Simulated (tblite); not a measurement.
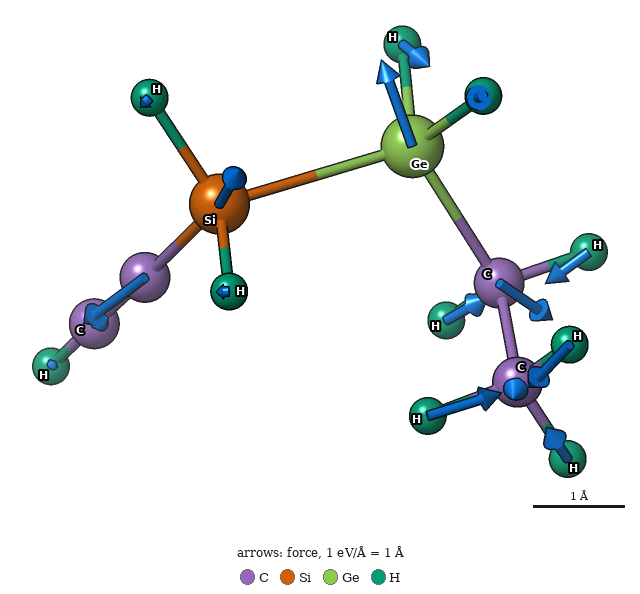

Starting geometry of C$_{4}$H$_{10}$GeSi with the computed forces as blue arrows. Style: ball-and-stick. Shown at a tilt.

Level of theory: tblite, GFN2-xTB geometry optimisation, gas phase. 

Question: What follows when this structure is relaxed?

Answer: It isn't relaxed: the largest force vector, on a C atom, is 1.22 eV/Å. The final displacements have little in common with the starting forces (cosine between the two patterns 0.24). The energy falls by 18.0 kJ/mol in 85 geometry steps. The largest move after the best rigid fit is that of an H atom, 0.23 Å. Largest moves by element: H 0.23 Å, C 0.11 Å, Si 0.11 Å, Ge 0.03 Å. Near-neighbour distances that change, for instance: C–Ge 1.936 → 1.987 Å, Ge–H 1.557 → 1.515 Å, Ge–Si 2.311 → 2.349 Å, C–Si 1.816 → 1.850 Å. Bond angles that change, for instance: H–Ge–H 108.7° → 101.8°, Si–Ge–H 108.9° → 114.0°, Si–Ge–C 110.4° → 115.2°. The run took 0.6 s on 1 thread of Arm Neoverse V1 (shared host).
